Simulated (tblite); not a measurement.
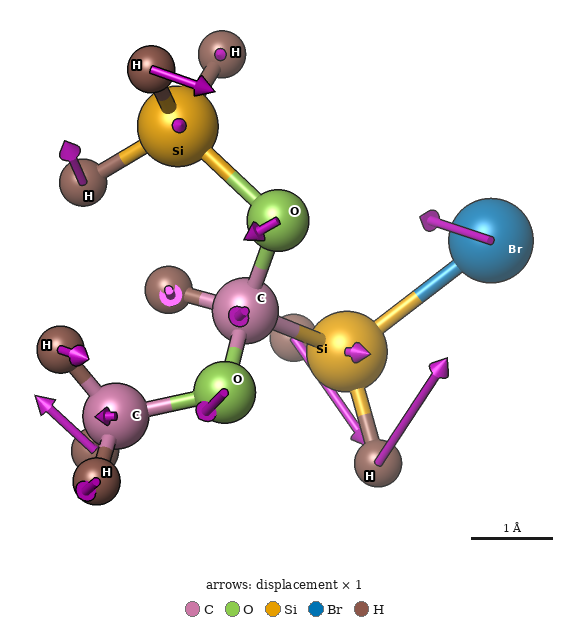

This is a relaxation of C2H9BrO2Si2. The starting structure is drawn; purple arrows show the displacements, at their true length. The two geometries are superimposed by the best rigid fit.

A ball-and-stick model, seen at a tilt.

All numbers below come from GFN2-xTB geometry optimisation, gas phase (tblite). 

**What did the optimiser do to the structure, and how much energy did it gain?**

After 153 geometry steps the energy has fallen by 120.6 kJ/mol. An H atom moves most after the best rigid fit: 1.93 Å. By element the largest moves are H 1.93 Å, Br 1.46 Å, O 0.86 Å, C 0.47 Å, Si 0.37 Å. Among the contacts that change: O–Si 1.729 → 1.629 Å, Br–Si 2.255 → 2.205 Å, C–O 1.380 → 1.413 Å, C–Si 1.870 → 1.901 Å. Bond angles that change, for instance: C–O–Si 104.3° → 129.1°, O–Si–H 110.1° → 98.7°, O–C–Si 112.1° → 103.9°. Groups turn about C–Si by about 75°, C–O by about 55°, O–Si by about 30°.
